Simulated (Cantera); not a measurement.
Charge: 1 mol SiCl4, a varied amount of N2, equilibrated at 1775 °C and 0.00133 bar.

Cantera equilibrium calculation (NASA polynomials, part measured and part estimated; ideal gas, pure solids and liquids). Candidate condensed phases: Si, Si3N4; 13 gas species. The tables' values for SiCl3, SiCl are old estimates; treat these amounts as uncertain. Equilibrium is a limit: real reactors are often held back by kinetics, nucleation or transport.

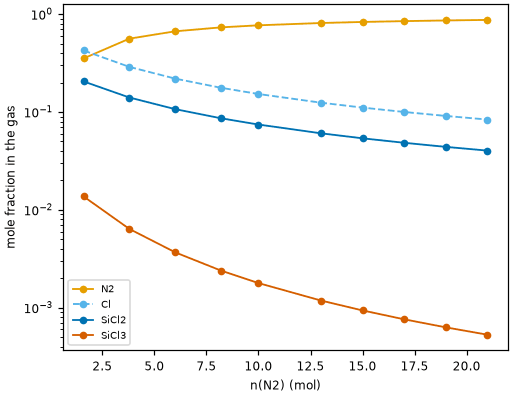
Figure: Equilibrium gas composition (values under 1e-9 drawn at 1e-9)

From 1.6 mol N2 to 21 mol N2 nothing is condensed. The main Si-bearing gas is SiCl2 throughout.
